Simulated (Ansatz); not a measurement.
# Run report: NiN₂H₆Cl₂, single-point calculation

System: NiN₂H₆Cl₂ (trans-NiCl2(NH3)2), multiplicity 3.
Method: UKS PBE0-D4/def2-TZVP (Ansatz 0.2.0).

The geometry comes from this level: PBE-D4/def2-SVP.

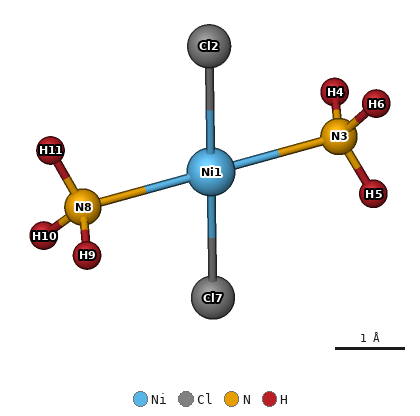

The structure (ball-and-stick view, seen at a tilt; atoms are numbered from 1 in the order of the input). Sticks mark near contacts.

Key numbers:

```json
{"quantity": "outcome", "value": "converged"}
{"quantity": "total energy", "value": "−69155.5807 eV"}
{"quantity": "mean-field energy", "value": "−69155.3428 eV"}
{"quantity": "dispersion energy", "value": "−0.2379 eV"}
{"quantity": "⟨S²⟩", "value": "2.006"}
{"quantity": "SCF solution under orbital rotations", "value": "stable"}
{"quantity": "HOMO (either spin)", "value": "−6.73 eV"}
{"quantity": "LUMO (either spin)", "value": "−2.69 eV"}
{"quantity": "hardware", "value": "4 threads of Intel Xeon @ 2.50GHz, 15 GiB of memory available, shared host"}
{"quantity": "wall time", "value": "25 s (CPU time 92 s)"}
{"quantity": "peak memory", "value": "1.5 GiB"}
```

The input:
```yaml
crystal:
  periodic: [false, false, false]
  atoms:
    - {symbol: Ni, position_ang: [0.000553, 0.000021, -0.000373]}
    - {symbol: Cl, position_ang: [2.242652, 0.005657, 0.032782]}
    - {symbol: N, position_ang: [-0.006426, 2.059235, -0.002605]}
    - {symbol: H, position_ang: [0.051462, 2.435052, 0.953948]}
    - {symbol: H, position_ang: [-0.881230, 2.413455, -0.415328]}
    - {symbol: H, position_ang: [0.807232, 2.428920, -0.514058]}
    - {symbol: Cl, position_ang: [-2.241154, -0.005602, -0.040525]}
    - {symbol: N, position_ang: [0.007054, -2.059220, 0.004098]}
    - {symbol: H, position_ang: [-0.125666, -2.435382, -0.944815]}
    - {symbol: H, position_ang: [-0.765084, -2.430996, 0.574720]}
    - {symbol: H, position_ang: [0.910605, -2.411129, 0.352175]}
basis:
  gaussian: {orbitals: def2-TZVP, initial_orbitals: start.molden}
magnetization: {spin_polarized: true, initial_magnetization: 2}
hamiltonian: {xc: pbe0, dispersion: d4}
scf: {omitted_lower_state_checks: [starts]}
output: {orbitals: {seedname: orbitals}}
```

Launch command:
```bash
ansatz run in.yaml --threads 4 --pin off --events-out ev --progress --plain --max-ram 8704MiB
```

Output:
```
Functional definition: PBE0
  name "PBE0"
  cite "Adamo & Barone, J. Chem. Phys. 110, 6158 (1999) doi:10.1063/1.478522"
  cite "Perdew, Burke & Ernzerhof, Phys. Rev. Lett. 77, 3865 (1996) doi:10.1103/PhysRevLett.77.3865"
  parent pbe
  parameter a = 0.25
  parameter kappa = 0.804
  parameter beta = 0.06672455060314922
  exchange = (1 - a)*pbe_x(kappa = kappa, mu = beta*pi^2/3) + a*exact_x
  correlation = pbe_c(beta = beta)
these checks for a lower state are left out or cut short: starts
1648 factors; their error is unknown
mean field evaluation 1: about -69150.8763 eV, gradient 1.3e2 eV
mean field evaluation 2: about -69154.8142 eV, gradient 5.8e0 eV
mean field evaluation 4: about -69155.1732 eV, gradient 2.9e-2 eV
mean field evaluation 8: about -69155.3427 eV, gradient 2.2e-5 eV
mean field -69155.34273975 eV, -2541.4119705109 hartree, gradient 6.2e-6 eV, S^2 2.005579; 0 other end points of the search recorded, 0 dependent functions left out
reference -69155.34277223 eV, -2541.4119717045 hartree; 42, 40 occupied and 175, 177 virtual orbitals, 1648 factors
Total energy: -69155.58068240 eV, -2541.4207147419 hartree
Checks for a lower state left out: starts
```

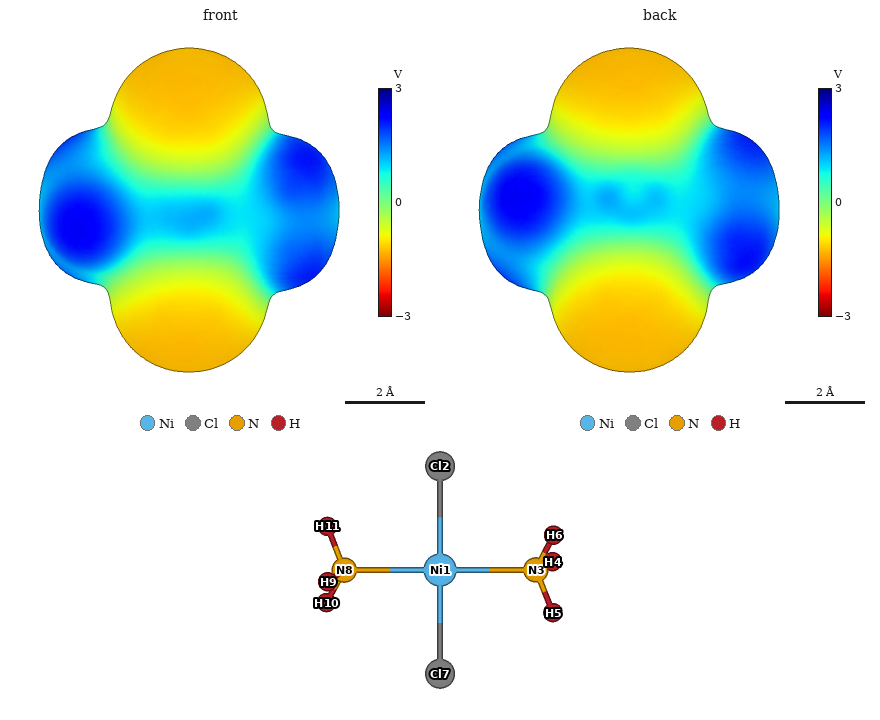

The electrostatic potential painted on the density surface at 0.002 e/bohr³, seen face on and from behind; the colour scale runs from red (negative) to blue (positive). The bare structure is drawn below in the same view.

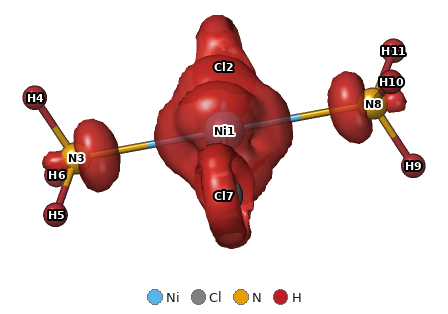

Isosurface of the spin density at +0.04 e/Å³ (red), seen at an oblique angle. The unpaired spin (2 electrons) lies mostly on Ni1 (about 1.7), Cl7 (about 0.1) and Cl2 (about 0.1), in electrons by Hirshfeld's partition.

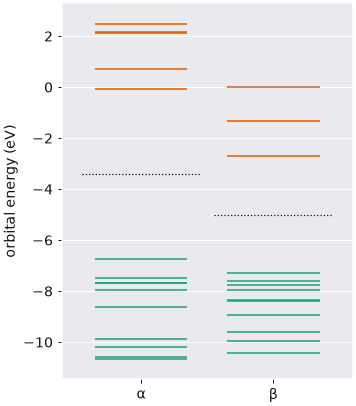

Orbital energies near the frontier for α and β spins; the dotted line parts filled from empty levels, and levels within 0.02 eV of each other stand side by side. α: highest filled −6.73 eV, lowest empty −0.06 eV, 6.67 eV apart; β: highest filled −7.30 eV, lowest empty −2.69 eV, 4.61 eV apart.
